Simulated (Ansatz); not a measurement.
```json
{"atom": "Ni", "x (Å)": "-0.7237", "y (Å)": "-0.5167", "z (Å)": "-1.0974"}
{"atom": "Ni", "x (Å)": "0.3280", "y (Å)": "-0.8391", "z (Å)": "1.0878"}
{"atom": "Ni", "x (Å)": "0.3958", "y (Å)": "1.3558", "z (Å)": "0.0096"}
```

Geometry: PBE0-D4/def2-TZVPD; the highest occupied orbital lies above zero, a sign that basis and functional describe the outermost electron poorly.

The calculation used UKS PBE0-D4/def2-TZVPD (Ansatz 0.2.0).

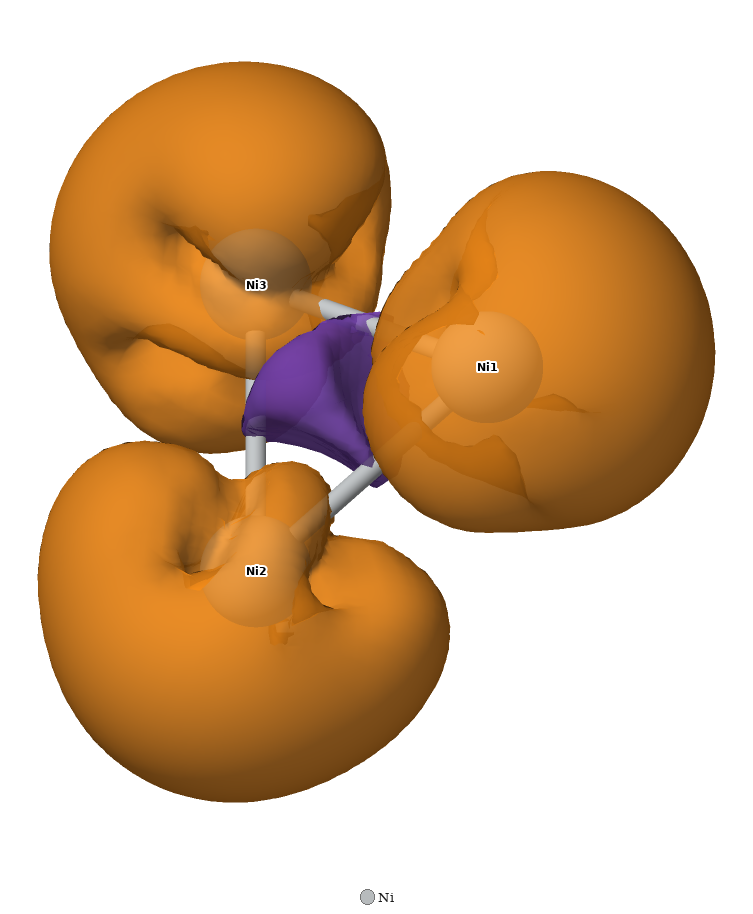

Ni3 (charge −1, sextet). Isosurfaces of the spin density (α minus β) at +0.02 (orange) and −0.02 e/Å³ (purple), seen at a tilt.

Describe the spin distribution.

Answer. The unpaired spin (5 electrons) lies mostly on Ni1 (about 1.7), Ni2 (about 1.7) and Ni3 (about 1.7), in electrons by Hirshfeld's partition.
